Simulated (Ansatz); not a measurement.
GaH4P···H2

Input

```
crystal:
  periodic: [false, false, false]
  atoms:
    - { symbol: Ga, position_ang: [0.0, 0.0, 0.0] }
    - { symbol: H, position_ang: [0.0, 0.0, 1.92] }
    - { symbol: H, position_ang: [1.3596, 0.0, -0.785] }
    - { symbol: H, position_ang: [-1.3596, 0.0, -0.785] }
    - { symbol: P, position_ang: [0.1083, -2.4555, 0.8167] }
    - { symbol: H, position_ang: [-0.6601, -3.2775, -0.0496] }
    - { symbol: H, position_ang: [1.4579, -2.897, 0.8134] }
    - { symbol: H, position_ang: [0.0432, -0.9792, 1.9729] }
basis:
  gaussian: { orbitals: def2-SVP }
hamiltonian:
  xc: { name: BHLYP }
  dispersion: d4
relax:
  f_tol: 0.15
  max_steps: 25
  restrain:
    - { distance: [0, 4], at: 2.29, k: 30.0 }
    - { distance: [7, 1], at: 0.66, k: 30.0 }
    - { distance: [0, 1], at: 2.77, k: 30.0 }
    - { distance: [7, 4], at: 2.62, k: 30.0 }
output:
  orbitals: {}
```

Run with:

```sh
ansatz run input.yaml --threads 1 --pin off --max-ram 2048MiB --backend cpu --events-out ev --progress --plain --runs-dir out
```

The fields are those of the run's last geometry, not of the input's.

Not at a stationary point (largest force 1.7 eV/Å).

Theory: Ansatz 0.2.0, RKS BHLYP-D4/def2-SVP.

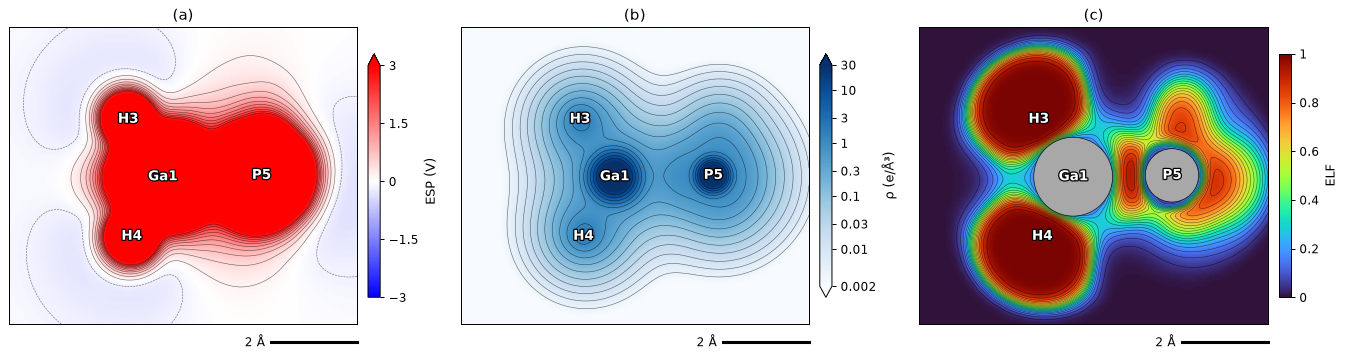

Figure 1. (a) molecular electrostatic potential; (b) total electron density; (c) electron localisation function on the plane of atoms H4, Ga1 and P5. Grey discs cover the atomic cores in the ELF map.

**Interpret the plot.**

The plane passes through Ga, H and P nuclei.
Ga–P (2.30 Å): the density is about 0.64 e/Å³ at the midpoint; the ELF peaks at about 0.95 between the atoms: localised, covalent bonding.
Ga–H (1.56 Å): the density is about 0.97 e/Å³ at the midpoint; the ELF climbs to about 1 towards the hydrogen.
The ELF also peaks beside P5, away from the bonds: lone-pair regions.
Outside the dense part of the complex the potential is most negative (−0.4 V) near P5.

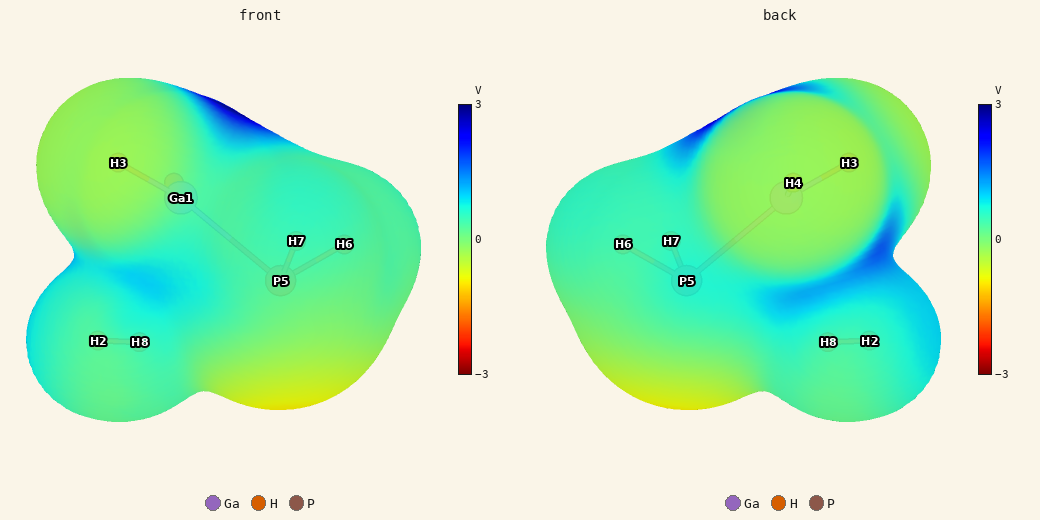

Figure 2. The molecular electrostatic potential painted on the density surface at 0.002 e/bohr³, seen from the front and from behind; the colour scale runs from red (negative) to blue (positive).

**Where is the surface potential most negative and most positive?**

The most negative region (about −0.9 V) lies over P5, the most positive (about +2.8 V) over Ga1.

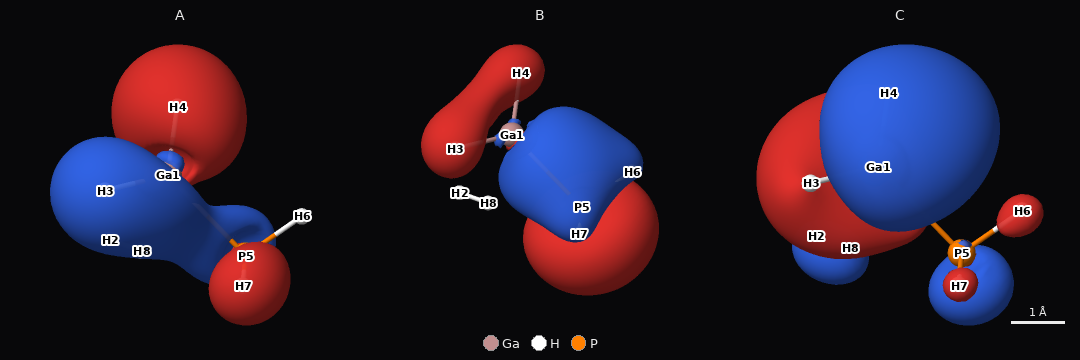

Figure 3. Three frontier orbitals at ±0.08 Å⁻³ᐟ² (red and blue are the two phases), in no order.

**Order the three orbitals by energy and name them.**

A is the HOMO−1 (−9.74 eV). By Hirshfeld shares it lies mainly on Ga1 (about 35 %), H4 (about 35 %), H3 (about 20 %) and P5 (about 10 %). B is the HOMO (−8.01 eV). Its weight (Hirshfeld) is mainly on P5 (about 70 %) and Ga1 (about 15 %). C is the LUMO (−0.58 eV). It lies mainly on Ga1 (about 70 %) and P5 (about 10 %).

**What is the HOMO–LUMO gap?**

7.43 eV between the orbital energies.
